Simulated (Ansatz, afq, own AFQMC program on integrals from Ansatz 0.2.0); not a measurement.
# BP2H (singlet): quantum Monte Carlo beside coupled cluster, cc-pVDZ, part 2 of 2

Ansatz 0.2.0, Gaussian basis, and an in-house AFQMC program (afq) on its integrals; all values are calculated; cc-pVDZ, frozen cores. Earlier steps stand in the parts before.

## Step 10: CCSD(T) on RHF

Input file in.yaml:

```yaml
crystal:
  periodic: [false, false, false]
  atoms:
    - {symbol: P, position_ang: [0.000000, -0.258432, 1.034451]}
    - {symbol: B, position_ang: [0.000000, 1.253643, 0.000000]}
    - {symbol: P, position_ang: [0.000000, -0.258432, -1.034451]}
    - {symbol: H, position_ang: [0.000000, 2.436743, 0.000000]}
basis:
  gaussian: {orbitals: def2-TZVPP}
magnetization: {spin_polarized: false}
correlation: {method: ccsd_t, electrons: outside_noble_gas}
```

Run with:

```console
$ ansatz run in.yaml --threads 1 --pin off --events-out ev --progress --plain --max-ram 1843MiB
```

Standard output, cut to the lines that bear on the results:

```text
Functional definition: HF
  name "HF"
  cite "Fock, Z. Phys. 61, 126 (1930) doi:10.1007/BF01340294"
  parent pbe
[...]
769 factors; integrals over basis functions are off by at most 1.3e-3 eV
[...]
mean field -19231.63580554 eV, -706.7495801826 hartree, gradient 5.8e-6 eV, S^2 0.000000; 0 other end points of the search recorded, 0 dependent functions left out
11 core orbitals not correlated: weight in the atoms' cores, before any rotation towards them, 1.000 or more for the frozen orbitals, at most 0.000 for the correlated occupied ones
reference -19231.63580554 eV, -706.7495801826 hartree; 7, 7 occupied and 111, 111 virtual orbitals, 769 factors
second order -10.23104023 eV of doubles, -0.00000000 eV of singles
cycle   1  -10.50621994 eV  change   -2.8e-1 eV  update   9.1e-2
[...]
cycle  10  -10.92413661 eV  change    4.6e-6 eV  update   5.8e-6
perturbative correction -0.71387929 eV, -0.0262345801 hartree
Total energy: -19243.27382144 eV, -707.1772693785 hartree
```

Wall time 4.7 s (1 thread of Arm Neoverse V2, shared host); peak memory 0.44 GiB.

From the report: correlation -11.6380 eV; T1 0.014; largest double amplitude 0.10.

## Step 11: CCSD(T) on RHF

Edit in.yaml of step 10 so:

```diff
@@ -8,3 +8,3 @@
 basis:
-  gaussian: {orbitals: def2-TZVPP}
+  gaussian: {orbitals: "def2-QZVPP.json"}
 magnetization: {spin_polarized: false}
```

Launched as before.

Standard output, cut to the lines that bear on the results:

```text
Functional definition: HF
  name "HF"
  cite "Fock, Z. Phys. 61, 126 (1930) doi:10.1007/BF01340294"
  parent pbe
[...]
1354 factors; integrals over basis functions are off by at most 1.2e-3 eV
[...]
mean field -19232.16938198 eV, -706.7691887550 hartree, gradient 2.4e-6 eV, S^2 0.000000; 0 other end points of the search recorded, 0 dependent functions left out
11 core orbitals not correlated: weight in the atoms' cores, before any rotation towards them, 1.000 or more for the frozen orbitals, at most 0.000 for the correlated occupied ones
reference -19232.16938198 eV, -706.7691887550 hartree; 7, 7 occupied and 209, 209 virtual orbitals, 1354 factors
second order -10.99701364 eV of doubles, -0.00000000 eV of singles
cycle   1  -11.10395823 eV  change   -1.1e-1 eV  update   9.2e-2
[...]
cycle  10  -11.52842820 eV  change    1.2e-5 eV  update   6.8e-6
perturbative correction -0.78450137 eV, -0.0288298936 hartree
Total energy: -19244.48231155 eV, -707.2216805708 hartree
```

Run time: 2.6 min. Hardware: 1 thread of Arm Neoverse V2, shared host; peak memory 1.3 GiB.

From the report: correlation -12.3129 eV; T1 0.014; largest double amplitude 0.09.

## Step 12: Phaseless AFQMC, CISD trial on RHF

It reads the integrals that the CCSD(T) run on this determinant wrote.

Run with:

```console
$ afq ham --method phaseless --trial cisd --walkers 60 --populations 1 --least-time 40 --time-step 0.005 --steps-per-block 50 --equilibration-blocks 28 --max-blocks 300 --target-error 0.00045 --factor-cut 1e-05 --seed 6248 --release-times 0.24,0.51,0.99,1.62,2.4 --release-step 0.03 --release-every 4 --taylor-order 6
```

Standard output:

```text
orbitals 44  electrons 7 7  factors 357 of 559
reference energy -706.72599156 Eh
CCSD correlation -0.33073115 Eh in 10 cycles, weight of the determinant in the CISD state 0.8238
energy of the start -707.056723 Eh
 block  time / (1/Eh)  mean weight  energy / Eh
     1     0.250  0.9998  -707.048173
     2     0.500  0.9985  -707.049935
     3     0.750  1.0026  -707.054671
     4     1.000  0.9987  -707.059699
     5     1.250  1.0031  -707.065336
     6     1.500  0.9983  -707.069610
     7     1.750  0.9994  -707.068024
     8     2.000  1.0021  -707.072337
     9     2.250  0.9993  -707.070512
    10     2.500  1.0030  -707.077701
    17     4.250  1.0016  -707.082837
    25     6.250  1.0017  -707.064644
    33     8.250  0.9958  -707.087297
    41    10.250  1.0010  -707.067800
    49    12.250  1.0004  -707.064838
    57    14.250  0.9998  -707.070574
    65    16.250  1.0004  -707.068820
    73    18.250  1.0006  -707.069366
    81    20.250  1.0006  -707.082688
    89    22.250  1.0010  -707.069574
    97    24.250  1.0017  -707.072498
   105    26.250  1.0008  -707.080928
   113    28.250  0.9991  -707.075865
   121    30.250  0.9990  -707.073685
   129    32.250  1.0006  -707.080292
   137    34.250  0.9985  -707.077799
   145    36.250  0.9993  -707.092562
   153    38.250  1.0001  -707.062389
   161    40.250  1.0018  -707.071359
   169    42.250  1.0014  -707.074142
   177    44.250  0.9982  -707.080483
   185    46.250  1.0001  -707.061694
   193    48.250  0.9992  -707.063177
   201    50.250  0.9997  -707.069206
   209    52.250  0.9985  -707.065851
   217    54.250  0.9980  -707.091923
   225    56.250  0.9980  -707.072000
   233    58.250  1.0005  -707.087055
   241    60.250  1.0019  -707.076525
   249    62.250  1.0012  -707.080007
   257    64.250  1.0013  -707.070434
   265    66.250  1.0000  -707.065207
   273    68.250  0.9988  -707.074672
   281    70.250  1.0016  -707.069480
   289    72.250  0.9990  -707.067342
   297    74.250  1.0019  -707.074980
   305    76.250  0.9998  -707.069784
   313    78.250  1.0023  -707.077835
   321    80.250  0.9992  -707.079106
blocks merged  error / Eh  count
     1  0.000438  300
     2  0.000564  150
     4  0.000694  75
     8  0.000837  37
    16  0.000996  18
    32  0.001218  9
released: time / (1/Eh)  energy / Eh  error  mean overlap
  0.24  -707.074173  0.000955  0.9990
  0.51  -707.074397  0.000986  1.0126
  0.99  -707.075803  0.000804  0.9944
  1.62  -707.075926  0.000851  1.0009
  2.40  -707.076057  0.001312  0.9997
energy -707.074255 +/- 0.000996 Eh
```

It took 5.9 min on 1 thread of Arm Neoverse V2, shared host; peak memory 0.28 GiB.

Energy -19240.4707 ± 0.0271 eV. Caveats: constraint bias not in the error; error above the target. The error still grows with block length (0.0228 to 0.0331 eV), so the bar may be too small.

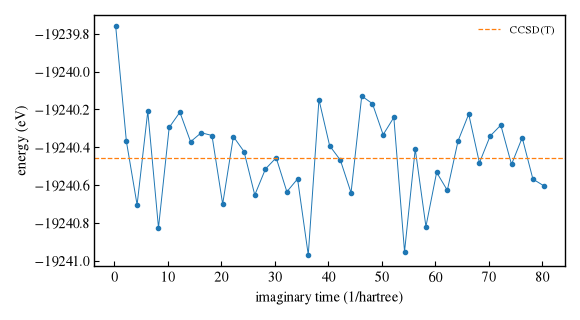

Block energies along the walk.

## Step 13: Phaseless AFQMC, single-determinant trial on RHF

It reads the integrals that the CCSD(T) run on this determinant wrote.

Run with:

```console
$ afq ham --method phaseless --trial hf --walkers 120 --populations 1 --least-time 40 --time-step 0.005 --steps-per-block 20 --equilibration-blocks 112 --max-blocks 600 --target-error 0.00135 --factor-cut 1e-05 --seed 7520 --taylor-order 6
```

Standard output:

```text
orbitals 44  electrons 7 7  factors 357 of 559
reference energy -706.72599156 Eh
CCSD correlation -0.33073115 Eh in 10 cycles, weight of the determinant in the CISD state 0.8238
energy of the start -706.725992 Eh
 block  time / (1/Eh)  mean weight  energy / Eh
     1     0.100  0.9996  -706.785462
     2     0.200  1.0015  -706.831275
     3     0.300  1.0016  -706.868999
     4     0.400  1.0015  -706.898839
     5     0.500  1.0011  -706.927329
     6     0.600  1.0044  -706.960546
     7     0.700  1.0004  -706.976190
     8     0.800  0.9999  -706.989333
     9     0.900  0.9998  -706.990992
    10     1.000  1.0009  -707.005089
    18     1.800  1.0013  -707.040235
    35     3.500  0.9999  -707.059156
    52     5.200  0.9997  -707.056982
    69     6.900  1.0001  -707.117750
    86     8.600  0.9987  -707.065291
   103    10.300  0.9986  -707.064182
   120    12.000  0.9985  -707.063967
   137    13.700  1.0015  -707.082667
   154    15.400  0.9986  -707.057463
   171    17.100  1.0014  -707.081972
   188    18.800  0.9990  -707.063579
   205    20.500  1.0015  -707.054601
   222    22.200  0.9996  -707.171293
   239    23.900  1.0019  -707.084692
   256    25.600  1.0002  -707.068500
   273    27.300  0.9991  -707.059315
   290    29.000  1.0004  -707.074404
   307    30.700  1.0002  -707.083391
   324    32.400  1.0018  -707.098120
   341    34.100  1.0019  -707.089769
   358    35.800  0.9974  -707.038460
   375    37.500  1.0001  -707.074105
   392    39.200  0.9997  -707.050627
   409    40.900  1.0004  -707.042502
   426    42.600  0.9998  -707.063663
   443    44.300  1.0008  -707.070820
   460    46.000  0.9997  -707.049677
   477    47.700  1.0006  -707.097626
   494    49.400  1.0004  -707.080362
   511    51.100  1.0004  -707.031839
   528    52.800  1.0019  -707.079031
   545    54.500  1.0006  -707.038837
   562    56.200  0.9980  -707.082015
   579    57.900  0.9992  -707.092684
   596    59.600  0.9998  -707.081160
   613    61.300  1.0016  -707.095171
   630    63.000  0.9990  -707.080319
   647    64.700  1.0009  -707.071430
   664    66.400  1.0010  -707.079929
   681    68.100  0.9987  -707.105889
   698    69.800  1.0003  -707.127906
blocks merged  error / Eh  count
     1  0.000984  600
     2  0.001336  300
     4  0.001777  150
     8  0.002325  75
    16  0.003021  37
    32  0.003414  18
    64  0.004117  9
energy -707.075985 +/- 0.003414 Eh
```

It took 3.5 min on 1 thread of Arm Neoverse V2, shared host; peak memory 0.28 GiB.

Energy -19240.5177 ± 0.0929 eV. Caveats: constraint bias not in the error; error above the target. The error still grows with block length (0.0822 to 0.1120 eV), so the bar may be too small.

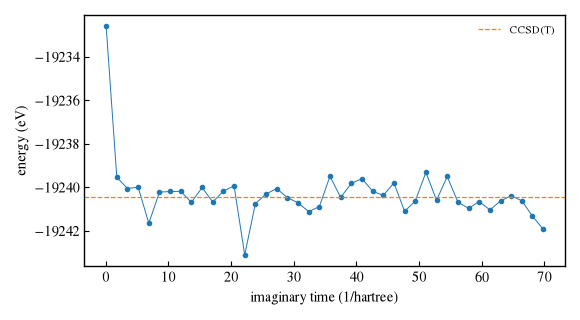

Block energies along the walk.

## Step 14: UHF

Edit in.yaml of step 11 so:

```diff
@@ -8,4 +8,5 @@
 basis:
-  gaussian: {orbitals: "def2-QZVPP.json"}
-magnetization: {spin_polarized: false}
-correlation: {method: ccsd_t, electrons: outside_noble_gas}
+  gaussian: {orbitals: cc-pVDZ}
+magnetization: {spin_polarized: true, initial_magnetization: 0}
+hamiltonian: {xc: hf}
+output: {orbitals: {seedname: orbitals}}
```

Run with:

```console
$ ansatz run in.yaml --threads 1 --pin off --events-out ev --progress --plain --max-ram 1843MiB
```

Standard output:

```text
Functional definition: HF
  name "HF"
  cite "Fock, Z. Phys. 61, 126 (1930) doi:10.1007/BF01340294"
  parent pbe
  exchange = exact_x
  correlation = 0
559 factors; integrals over basis functions are off by at most 1.1e-3 eV
mean field evaluation 1: about -19230.2358 eV, gradient 8.3e0 eV
mean field evaluation 2: about -19230.2949 eV, gradient 8.3e0 eV
mean field evaluation 4: about -19230.9783 eV, gradient 1.4e0 eV
mean field evaluation 8: about -19230.9939 eV, gradient 9.8e-4 eV
mean field evaluation 16: about -19230.5856 eV, gradient 2.6e0 eV
mean field evaluation 32: about -19230.6532 eV, gradient 2.0e0 eV
mean field evaluation 64: about -19230.3683 eV, gradient 2.7e0 eV
mean field -19230.99392655 eV, -706.7259915647 hartree, gradient 4.4e-6 eV, S^2 0.000000; 0 other end points of the search recorded, 0 dependent functions left out
reference -19230.99392655 eV, -706.7259915647 hartree; 18, 18 occupied and 37, 37 virtual orbitals, 559 factors
Total energy: -19230.99392655 eV, -706.7259915647 hartree
```

Run time: 1 s. Hardware: 1 thread of Arm Neoverse V2, shared host; peak memory 0.29 GiB.

From the report: ⟨S²⟩ of the determinant 0.000 (pure singlet: 0.00).

## Step 15: All levels side by side

On the RHF determinant, counted from CCSDT(Q) (a yardstick, not exact):

```tsv
level	energy (eV)	from CCSDT(Q) (kcal/mol)	statistical error (kcal/mol)	time
HF	-19230.9939	+219.66		
MP2	-19239.2412	+29.48		
CCSD	-19239.9936	+12.12		
CCSD(T)	-19240.4573	+1.43		
CCSDT(Q)	-19240.5193	0.00		
Phaseless AFQMC, CISD trial, step 0.005, 60 walkers	-19240.4707	+1.12	0.63	5.9 min
Phaseless AFQMC, single-determinant trial, step 0.005, 120 walkers	-19240.5177	+0.04	2.14	3.5 min
```

The functionals' totals stand on their own zeros and serve differences with other points: PBE -19259.781 eV; r2SCAN -19267.538 eV; PBE0 -19261.481 eV; B3LYP -19270.368 eV; wB97M-V -19268.094 eV; B2PLYP -19261.448 eV.

## Step 16: Results

What follows sums up all 2 parts.

```
                                                      quantity                  value
                                  CCSD(T) on RHF from CCSDT(Q)         +1.43 kcal/mol
              Phaseless AFQMC, CISD trial on RHF from CCSDT(Q)  +1.12 ± 0.63 kcal/mol
Phaseless AFQMC, single-determinant trial on RHF from CCSDT(Q)  +0.04 ± 2.14 kcal/mol
```

**Reading.** On RHF the phaseless walk with the CISD trial lies +1.12 kcal/mol from CCSDT(Q), within three error bars. Error bars are statistical and leave out the constraint, the time step and what remains of the start.
